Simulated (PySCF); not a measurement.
**C$_{5}$H$_{4}$N$_{2}$O: NMR shielding calculation**

The run: NMR shielding calculation of C$_{5}$H$_{4}$N$_{2}$O, SMILES O=Cc1ncccn1. Method and program: GIAO PBE0/pcSseg-1 NMR shielding, non-relativistic, gas phase (PySCF 2.14.0).

The geometry comes from this level: GFN2-xTB, MD frame at 800 fs, 200 K. It belongs to a series of runs on one base structure; here: MD frame at 800 fs, 200 K. Figures and captions count atoms from 1; the log counts them from 0 in places.

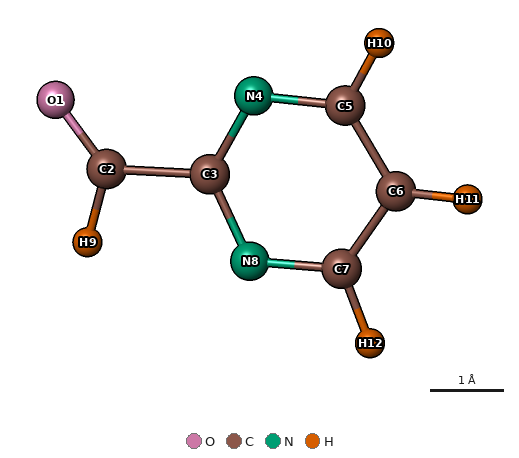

The structure as given in the input (ball-and-stick view, seen at a tilt; atoms are numbered from 1 in the order of the input).

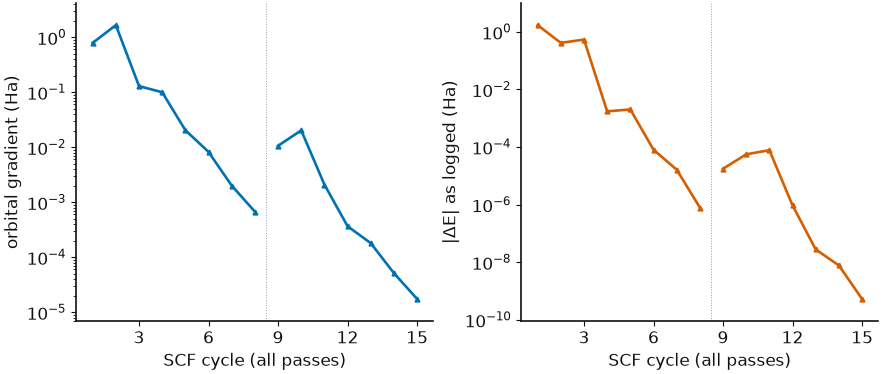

Convergence of the self-consistent field: orbital gradient and size of the energy change against the SCF cycle. The dotted line marks the change from a coarse to the final integration grid. The first 8 cycles use a coarse grid, the final grid takes over at cycle 9, and the field converges after 15 cycles in all.

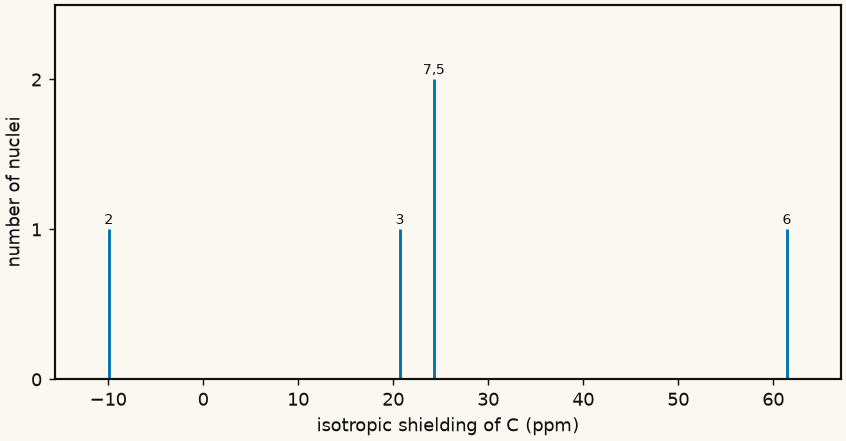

Isotropic shieldings of the carbon nuclei in this fixed geometry, labelled by atom number; shielding grows to the right, so chemical shift grows to the left. The least shielded is C2 (−9.9 ppm), the most shielded C6 (61.4 ppm).

The input and output of the run follow.

### The input
```
{"job": {"kind": "nmr", "xc": "PBE0", "basis": "pcSseg-1", "pop": false}, "charge": 0, "multiplicity": 1}
O      2.343700    -0.695600     1.079500
C      1.583000     0.112800     0.654800
C      0.159100    -0.108900     0.182900
N     -0.383100    -1.318200     0.214500
C     -1.601700    -1.439000    -0.278300
C     -2.328800    -0.393500    -0.807100
C     -1.690700     0.824000    -0.729400
N     -0.497600     0.971400    -0.202700
H      1.824900     1.184300     0.480200
H     -2.019600    -2.400100    -0.248000
H     -3.394600    -0.498100    -1.050000
H     -2.113700     1.775500    -1.106400
```

The first line tells a small driver script what to run in PySCF; the rest is the geometry in Å.

Launch command:
```bash
OMP_NUM_THREADS=1 python <driver script> task.json out
```

### The program's output
```
coarse grid: 11120 points
cycle   1  E = -376.9786102895  dE =  1.701e+00  |g| = 7.862e-01  |ddm| = 3.423e+00
cycle   2  E = -376.5669884055  dE =  4.116e-01  |g| = 1.656e+00  |ddm| = 2.646e+00
cycle   3  E = -377.1021444298  dE = -5.352e-01  |g| = 1.292e-01  |ddm| = 2.016e+00
cycle   4  E = -377.1038653791  dE = -1.721e-03  |g| = 9.973e-02  |ddm| = 2.004e-01
cycle   5  E = -377.1058729862  dE = -2.008e-03  |g| = 2.038e-02  |ddm| = 8.460e-02
cycle   6  E = -377.1059527799  dE = -7.979e-05  |g| = 8.216e-03  |ddm| = 2.038e-02
cycle   7  E = -377.1059690358  dE = -1.626e-05  |g| = 2.004e-03  |ddm| = 7.914e-03
cycle   8  E = -377.1059698209  dE = -7.851e-07  |g| = 6.750e-04  |ddm| = 2.616e-03
final grid: 110720 points
cycle   9  E = -377.1603517760  dE = -1.750e-05  |g| = 1.061e-02  |ddm| = 2.631e-02
cycle  10  E = -377.1602963456  dE =  5.543e-05  |g| = 2.027e-02  |ddm| = 2.619e-02
cycle  11  E = -377.1603734720  dE = -7.713e-05  |g| = 2.096e-03  |ddm| = 1.837e-02
cycle  12  E = -377.1603744015  dE = -9.294e-07  |g| = 3.668e-04  |ddm| = 1.882e-03
cycle  13  E = -377.1603744289  dE = -2.747e-08  |g| = 1.806e-04  |ddm| = 4.848e-04
cycle  14  E = -377.1603744366  dE = -7.640e-09  |g| = 5.153e-05  |ddm| = 1.842e-04
cycle  15  E = -377.1603744371  dE = -5.236e-10  |g| = 1.746e-05  |ddm| = 5.171e-05
converged SCF energy = -377.1603744371

GIAO shielding tensors (ppm)
atom      isotropic    diamagn.    paramagn.     s11        s22        s33       span
  0 O     -381.493     395.232    -776.725  -1081.092   -445.123    381.736   1462.828
  1 C       -9.927     244.275    -254.201    -94.608     -6.618     71.446    166.054
  2 C       20.717     258.299    -237.582    -82.031     18.084    126.097    208.128
  3 N      -75.672     330.336    -406.009   -388.441   -143.817    305.241    693.682
  4 C       24.351     248.931    -224.581    -90.969      8.678    155.343    246.312
  5 C       61.443     262.695    -201.252    -51.601     58.535    177.395    228.997
  6 C       24.197     249.783    -225.587    -85.625      9.754    148.460    234.085
  7 N      -78.154     333.598    -411.752   -366.475   -157.611    289.624    656.099
  8 H       21.285      27.224      -5.939     19.412     21.130     23.313      3.901
  9 H       22.946      30.527      -7.581     19.100     22.042     27.695      8.595
 10 H       23.967      29.497      -5.531     21.876     23.319     26.705      4.830
 11 H       22.168      28.953      -6.785     17.741     22.686     26.077      8.337
```

### Summary

```json
{"quantity": "outcome", "value": "converged"}
{"quantity": "total energy", "value": "−377.160374 hartree"}
{"quantity": "HOMO", "value": "−7.67 eV"}
{"quantity": "LUMO", "value": "−2.45 eV"}
{"quantity": "dipole moment", "value": "4.85 D"}
{"quantity": "isotropic shielding, O", "value": "−381.5 ppm"}
{"quantity": "isotropic shielding, C", "value": "−9.9 to 61.4 ppm"}
{"quantity": "isotropic shielding, N", "value": "−78.2 to −75.7 ppm"}
{"quantity": "isotropic shielding, H", "value": "21.3 to 24.0 ppm"}
{"quantity": "hardware", "value": "1 CPU thread, shared host"}
{"quantity": "wall time", "value": "25 s"}
{"quantity": "peak memory", "value": "0.73 GiB"}
```
